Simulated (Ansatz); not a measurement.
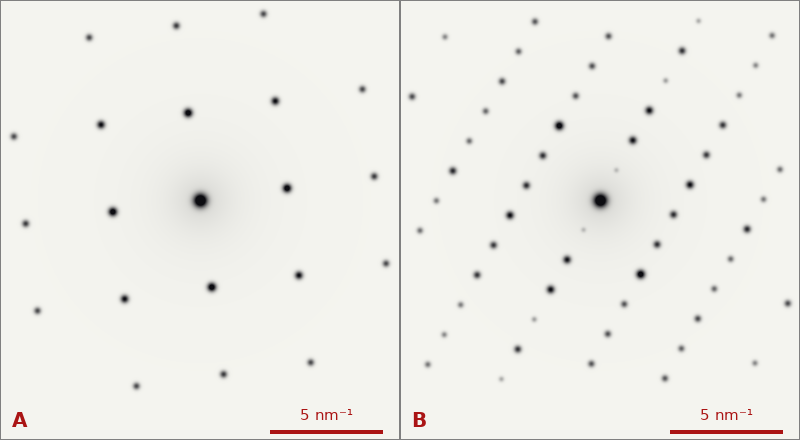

Kinematic electron diffraction patterns (120 kV, B = 0.5 Å², same scale, each along a low-index zone) of two structures of composition SnAs2, each relaxed at zero pressure with DFT PBE, scalar-relativistic, plane waves, PAW (Ansatz).

The structures (standard cells):
1. R3m (No. 160), a = 3.590 Å, c = 19.568 Å (hexagonal axes), 9 atoms; generated start, possibly hypothetical
2. I4/mmm (No. 139), a = 3.574 Å, c = 10.619 Å, 6 atoms; generated start, possibly hypothetical

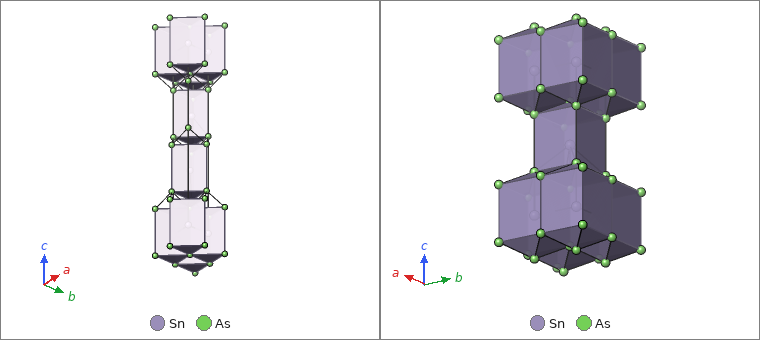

Drawings of the structures 1 to 2, from left to right (each may span several cells).

**Which pattern belongs to which structure, and along which zone?**

A is structure 2 along [001]: square net of 1 -1 0 at d = 2.53 Å and 1 1 0 at d = 2.53 Å, 90.0° apart. B is structure 1 along [100] or an equivalent direction: oblique net of 0 0 3 (weak) at d = 6.52 Å and 0 -1 1 at d = 3.07 Å, 81.0° apart (some points of this net are extinct or too weak to see).

**Which structure lies lowest at this level of theory, and by how much?**

Structure 1 (R3m, 24.27 Å³ an atom) is the lowest of these; structure 2 (I4/mmm, 22.61 Å³ an atom) lies about 62 meV an atom higher. These are static energies at 0 K; other structures, not shown, may lie lower still.
